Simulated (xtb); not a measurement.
**CH$_{6}$O$_{3}$Si: geometry relaxation (part 2 of 3)**

CH$_{6}$O$_{3}$Si, SMILES OC(O)O[SiH3]; GFN1-xTB, ALPB solvent thf (xtb 6.7.1 later snapshot). The starting geometry was optimised with GFN1-xTB.

Geometry of the input (Å):
```
O  -1.9634  0.3059  0.5445
C  -0.7768  -0.2785  0.9494
O  -0.8227  -1.6602  0.9010
O  0.2805  0.1877  0.1381
Si 1.4663  0.7016  -0.8256
H  -2.1026  0.1580  -0.4000
H  -0.6001  0.0138  1.9957
H  -0.8696  -1.9603  -0.0161
H  2.4354  1.3986  -0.0069
H  0.8906  1.5882  -1.8165
H  2.0623  -0.4547  -1.4637
```

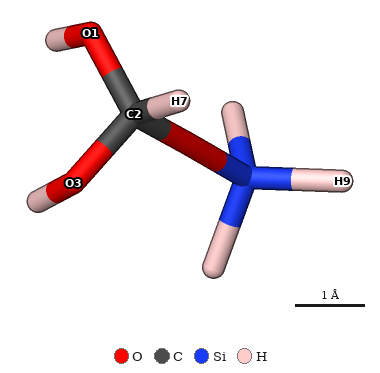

**Figure 1.** The starting structure (stick view, seen at a tilt; atoms are numbered from 1 in the order of the input).

What the program printed, continued:
```
........................................................................
.............................. CYCLE    4 ..............................
........................................................................

 iter      E             dE          RMSdq      gap      omega  full diag
   1    -21.5583547 -0.215584E+02  0.837E-03    7.18       0.0  T
   2    -21.5583551 -0.422848E-06  0.414E-03    7.18       7.3  T
   3    -21.5583552 -0.169914E-07  0.238E-03    7.18      12.7  T
   4    -21.5583552 -0.166973E-08  0.224E-04    7.18     134.8  T
   5    -21.5583552 -0.389768E-09  0.677E-05    7.18     445.3  T
   6    -21.5583552 -0.118838E-10  0.199E-05    7.18    1515.7  T
     SCC iter.                  ...        0 min,  0.001 sec
     gradient                   ...        0 min,  0.003 sec
 * total energy  :   -21.4346459 Eh     change       -0.4481828E-04 Eh
   gradient norm :     0.0022404 Eh/α   predicted    -0.3189650E-04 ( -28.83%)
   displ. norm   :     0.0662891 α      lambda       -0.4053242E-04
   maximum displ.:     0.0573652 α      in ANC's #3, #6, #7, ...

........................................................................
.............................. CYCLE    5 ..............................
........................................................................

 iter      E             dE          RMSdq      gap      omega  full diag
   1    -21.5585525 -0.215586E+02  0.557E-03    7.18       0.0  T
   2    -21.5585528 -0.254478E-06  0.296E-03    7.18      10.2  T
   3    -21.5585528 -0.123618E-07  0.171E-03    7.18      17.6  T
   4    -21.5585528 -0.986905E-09  0.239E-04    7.18     126.0  T
   5    -21.5585528 -0.365901E-09  0.513E-05    7.18     588.1  T
   6    -21.5585528 -0.765255E-11  0.177E-05    7.18    1706.9  T
     SCC iter.                  ...        0 min,  0.001 sec
     gradient                   ...        0 min,  0.003 sec
 * total energy  :   -21.4346732 Eh     change       -0.2738284E-04 Eh
   gradient norm :     0.0020925 Eh/α   predicted    -0.2035693E-04 ( -25.66%)
   displ. norm   :     0.0447170 α      lambda       -0.2304169E-04
   maximum displ.:     0.0345540 α      in ANC's #3, #7, #6, ...

........................................................................
.............................. CYCLE    6 ..............................
........................................................................

 iter      E             dE          RMSdq      gap      omega  full diag
   1    -21.5588715 -0.215589E+02  0.261E-03    7.19       0.0  T
   2    -21.5588715 -0.384790E-07  0.139E-03    7.19      21.8  T
   3    -21.5588715 -0.326095E-08  0.586E-04    7.19      51.5  T
   4    -21.5588715 -0.296744E-09  0.165E-04    7.19     182.3  T
   5    -21.5588715 -0.573053E-10  0.200E-05    7.19    1508.0  T
     SCC iter.                  ...        0 min,  0.001 sec
     gradient                   ...        0 min,  0.003 sec
 * total energy  :   -21.4346896 Eh     change       -0.1636310E-04 Eh
   gradient norm :     0.0020403 Eh/α   predicted    -0.1154488E-04 ( -29.45%)
   displ. norm   :     0.0349781 α      lambda       -0.1543646E-04
   maximum displ.:     0.0252429 α      in ANC's #3, #7, #4, ...

........................................................................
.............................. CYCLE    7 ..............................
........................................................................

 iter      E             dE          RMSdq      gap      omega  full diag
   1    -21.5590996 -0.215591E+02  0.355E-03    7.19       0.0  T
   2    -21.5590997 -0.678063E-07  0.135E-03    7.19      22.4  T
   3    -21.5590997 -0.246650E-08  0.733E-04    7.19      41.1  T
   4    -21.5590997 -0.203833E-09  0.995E-05    7.19     303.1  T
   5    -21.5590997 -0.291536E-10  0.142E-05    7.19    2116.2  T
     SCC iter.                  ...        0 min,  0.001 sec
     gradient                   ...        0 min,  0.003 sec
 * total energy  :   -21.4346996 Eh     change       -0.9979665E-05 Eh
   gradient norm :     0.0012969 Eh/α   predicted    -0.7728948E-05 ( -22.55%)
   displ. norm   :     0.0251458 α      lambda       -0.4433183E-05
   maximum displ.:     0.0208909 α      in ANC's #3, #7, #4, ...

........................................................................
.............................. CYCLE    8 ..............................
........................................................................

 iter      E             dE          RMSdq      gap      omega  full diag
   1    -21.5590512 -0.215591E+02  0.386E-03    7.19       0.0  T
   2    -21.5590513 -0.988852E-07  0.164E-03    7.19      18.4  T
   3    -21.5590513 -0.318828E-08  0.947E-04    7.19      31.8  T
   4    -21.5590513 -0.163912E-09  0.500E-05    7.19     602.7  T
   5    -21.5590513 -0.160831E-10  0.174E-05    7.19    1734.3  T
     SCC iter.                  ...        0 min,  0.001 sec
     gradient                   ...        0 min,  0.003 sec
 * total energy  :   -21.4347028 Eh     change       -0.3228024E-05 Eh
   gradient norm :     0.0005486 Eh/α   predicted    -0.2218365E-05 ( -31.28%)
   displ. norm   :     0.0059179 α      lambda       -0.8585521E-06
   maximum displ.:     0.0033218 α      in ANC's #4, #7, #6, ...

   *** GEOMETRY OPTIMIZATION CONVERGED AFTER 8 ITERATIONS ***

------------------------------------------------------------------------
 total energy gain   :        -0.0003867 Eh       -0.2427 kcal/mol
 total RMSD          :         0.1188843 a0        0.0629 Å
 total power (kW/mol):        -0.1269120 (step)  -18.1145 (real)
------------------------------------------------------------------------

 ANCopt (total)                0 d,  0 h,  0 min,  0.056 sec
 optimizer setup                ...        0 min,  0.000 sec (  0.091%)
 model hessian                  ...        0 min,  0.001 sec (  0.997%)
 ANC generation                 ...        0 min,  0.000 sec (  0.316%)
 coordinate transformation      ...        0 min,  0.000 sec (  0.062%)
 single point calculation       ...        0 min,  0.054 sec ( 95.981%)
 optimization log               ...        0 min,  0.001 sec (  1.011%)
 hessian update                 ...        0 min,  0.000 sec (  0.075%)
 rational function              ...        0 min,  0.001 sec (  0.981%)

================
 final structure:
================
11
 xtb: 6.7.1
O           -1.95847045836136        0.31068311951245        0.54686681099274
C           -0.76959989036332       -0.27828980300543        0.92799000353787
O           -0.81566767426834       -1.65774193011790        0.90465343731693
O            0.28686988722139        0.18418449670683        0.09793798790259
Si           1.49300856422923        0.71636569635311       -0.82993443646945
H           -2.19445141178915        0.09026779627465       -0.35909500443491
H           -0.56438439337404        0.02973930766465        1.96701419333893
H           -0.98097403568988       -1.99687863500612        0.01991630550241
H            2.44567578624511        1.40864087588608        0.01778849390892
H            0.94310478402089        1.61798847195447       -1.82231055834625
H            2.11489784212947       -0.42494839622278       -1.47081823324980

 Bond Distances (Angstroems)
 ---------------------------
O1-C2=1.3804         O1-H6=0.9618         C2-O1=1.3804         C2-O3=1.3804         C2-O4=1.4209         C2-H7=1.1030
O3-C2=1.3804         O3-H8=0.9618         O4-C2=1.4209         O4-Si5=1.6121        Si5-O4=1.6121        Si5-H9=1.4510
Si5-H10=1.4492       Si5-H11=1.4492       H6-O1=0.9618         H7-C2=1.1030         H8-O3=0.9618         H9-Si5=1.4510
H10-Si5=1.4492       H11-Si5=1.4492
 C  H  Rav=1.1030 sigma=0.0000  Rmin=1.1030  Rmax=1.1030     1
 O  H  Rav=0.9618 sigma=0.0000  Rmin=0.9618  Rmax=0.9618     2
 O  C  Rav=1.3939 sigma=0.0191  Rmin=1.3804  Rmax=1.4209     3
 Si H  Rav=1.4498 sigma=0.0009  Rmin=1.4492  Rmax=1.4510     3
 Si O  Rav=1.6121 sigma=0.0000  Rmin=1.6121  Rmax=1.6121     1

 selected bond angles (degree)
 --------------------
H6-O1-C2=111.94                O3-C2-O1=113.14                O4-C2-O1=109.89                O4-C2-O3=109.89
H7-C2-O1=107.53                H7-C2-O3=107.53                H7-C2-O4=108.73                H8-O3-C2=111.94
Si5-O4-C2=179.38               H9-Si5-O4=108.21               H10-Si5-O4=108.40              H10-Si5-H9=110.63
H11-Si5-O4=108.40              H11-Si5-H9=110.63              H11-Si5-H10=110.49

 selected dihedral angles (degree)
 ---------------------------------
O3-C2-O1-H6=297.96            O4-C2-O1-H6= 61.19            H7-C2-O1-H6=179.38            H8-O3-C2-O1= 62.16
H8-O3-C2-O4=298.93            H8-O3-C2-H7=180.74            Si5-O4-C2-O1=115.77           Si5-O4-C2-O3=240.89
Si5-O4-C2-H7=358.33           H9-Si5-O4-C2=  2.20           H10-Si5-O4-C2=242.18          H11-Si5-O4-C2=122.22
           -------------------------------------------------
          |                Final Singlepoint                |
           -------------------------------------------------

          ...................................................
          :                      SETUP                      :
          :.................................................:
          :  # basis functions                  38          :
          :  # atomic orbitals                  37          :
          :  # shells                           23          :
          :  # electrons                        32          :
          :  # halogen bonds                     0          :
          :  max. iterations                   250          :
          :  Hamiltonian                  GFN1-xTB          :
          :  restarted?                      false          :
          :  GBSA solvation                   true          :
          :  PC potential                    false          :
          :  electronic temp.          300.0000000     K    :
          :  accuracy                    1.0000000          :
          :  -> integral cutoff          0.2500000E+02      :
          :  -> integral neglect         0.1000000E-07      :
          :  -> SCF convergence          0.1000000E-05 Eh   :
          :  -> wf. convergence          0.2000000E-04 e    :
          :  Broyden damping             0.4000000          :
          :  net charge                          0          :
          :  unpaired electrons                  0          :
          ...................................................

 iter      E             dE          RMSdq      gap      omega  full diag
   1    -21.5590513 -0.215591E+02  0.616E-06    7.19       0.0  T
   2    -21.5590513 -0.852651E-13  0.318E-06    7.19    9470.7  T
   3    -21.5590513 -0.355271E-13  0.752E-07    7.19   40068.7  T

   *** convergence criteria satisfied after 3 iterations ***

         #    Occupation            Energy/Eh            Energy/eV
      -------------------------------------------------------------
         1        2.0000           -0.8141746             -22.1548
       ...           ...                  ...                  ...
        10        2.0000           -0.5666948             -15.4206
        11        2.0000           -0.5364378             -14.5972
        12        2.0000           -0.5171514             -14.0724
        13        2.0000           -0.5092306             -13.8569
        14        2.0000           -0.5086127             -13.8401
        15        2.0000           -0.4507122             -12.2645
        16        2.0000           -0.4504842             -12.2583 (HOMO)
        17                         -0.1863190              -5.0700 (LUMO)
        18                         -0.1427144              -3.8835
        19                         -0.1417916              -3.8583
        20                         -0.1156333              -3.1465
        21                         -0.0990071              -2.6941
       ...                                ...                  ...
        37                          1.4003452              38.1053
      -------------------------------------------------------------
                  HL-Gap            0.2641652 Eh            7.1883 eV
             Fermi-level           -0.3184016 Eh           -8.6641 eV

 SCC (total)                   0 d,  0 h,  0 min,  0.006 sec
 SCC setup                      ...        0 min,  0.000 sec (  6.712%)
 Dispersion                     ...        0 min,  0.000 sec (  0.352%)
 classical contributions        ...        0 min,  0.000 sec (  0.136%)
 integral evaluation            ...        0 min,  0.002 sec ( 27.452%)
 iterations                     ...        0 min,  0.001 sec ( 12.046%)
 molecular gradient             ...        0 min,  0.003 sec ( 51.024%)
 printout                       ...        0 min,  0.000 sec (  2.085%)
```
